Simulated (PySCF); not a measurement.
Ge(Cl)(Br)3, SMILES [Br][Ge]([Cl])([Br])[Br], PBE0/def2-SVP optimised geometry. Atoms within 1.6 Å of the plane z = 1.2 Å (x, y, z in Å): Cl1 (-1.49, 1.01, 0.00), Ge2 (-0.79, -1.01, 0.00), Br4 (1.49, -1.01, 0.00), Br5 (-1.57, -2.06, 1.87).

Computed with PBE0/def2-TZVP (PySCF).

Map of the HOMO amplitude (bohr^(-3/2)) on the plane z = 1.2 Å; orbital energy -8.85 eV, overall sign arbitrary:

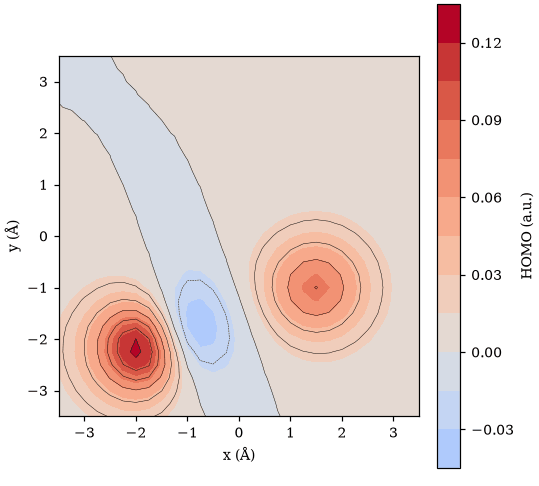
HOMO amplitude (bohr^(-3/2)) on the plane z = 1.2 Å.
